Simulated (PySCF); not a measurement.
The calculation's input:

```
{"job": {"kind": "nmr", "xc": "PBE0", "basis": "pcSseg-1", "solvent": "tetrahydrofuran", "every": 1, "pop": false}, "charge": 0, "multiplicity": 1}
C      2.548281    -0.319819     0.194489
C      1.480098     0.144603    -0.781436
N      0.176426    -0.130273    -0.224371
C     -0.939494     0.362097    -1.022382
C     -2.219068     0.511091    -0.167436
N     -2.166080    -0.365946     1.008866
Al    -0.459144    -0.744219     1.333304
H      2.401984    -1.378376     0.408907
H      2.451415     0.233540     1.128790
H      3.544585    -0.168939    -0.213577
H      1.604232    -0.377795    -1.744302
H      1.594389     1.222458    -0.978143
H     -1.138547    -0.329239    -1.854466
H     -0.692120     1.337531    -1.463238
H     -2.316580     1.560652     0.142290
H     -3.089020     0.270446    -0.789793
H     -3.076543    -0.454577     1.438032
H      0.261754    -1.361868     2.510088
```

Launched as:

```sh
OMP_NUM_THREADS=1 python ens_run.py task.json out
```

Geometry: GFN2-xTB, coordinate held.

Level of theory: PBE0/pcSseg-1, SCF density, in a tetrahydrofuran solvent model, non-relativistic in PySCF.

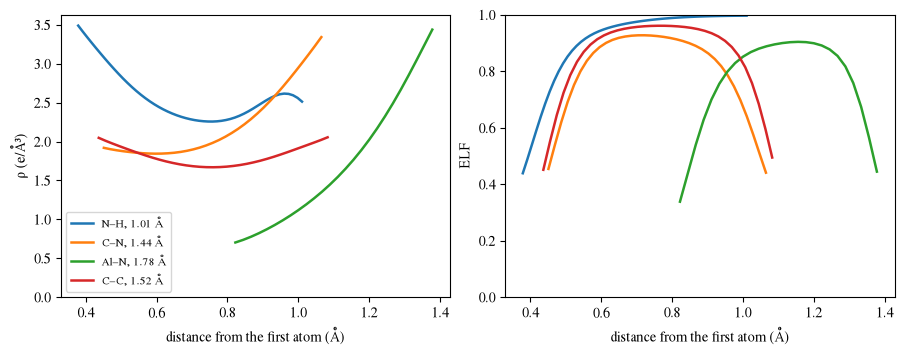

C₄H₁₁AlN₂. Electron density and ELF along straight lines between neighbouring atoms. The curves leave out the atomic cores.

Question: What can be read from the curves?

Answer: N–H (1.01 Å): ρ at the midpoint is about 2.8 e/Å³; the ELF climbs to about 1 towards the hydrogen, as it does in any bond to H; an ordinary covalent bond to hydrogen.
C–N (1.44 Å): the density is about 1.9 e/Å³ at the midpoint; the ELF peaks at about 0.95 between the atoms (a covalent bond).
Al–N (1.78 Å): the density is about 0.82 e/Å³ at the midpoint; the ELF peaks at about 0.90 in the valence shell of N, 0.6 Å from its nucleus, and is about 0.65 at the midpoint.
C–C (1.52 Å): the density is about 1.7 e/Å³ at the midpoint; the ELF peaks at about 0.95 between the atoms: localised, covalent bonding.
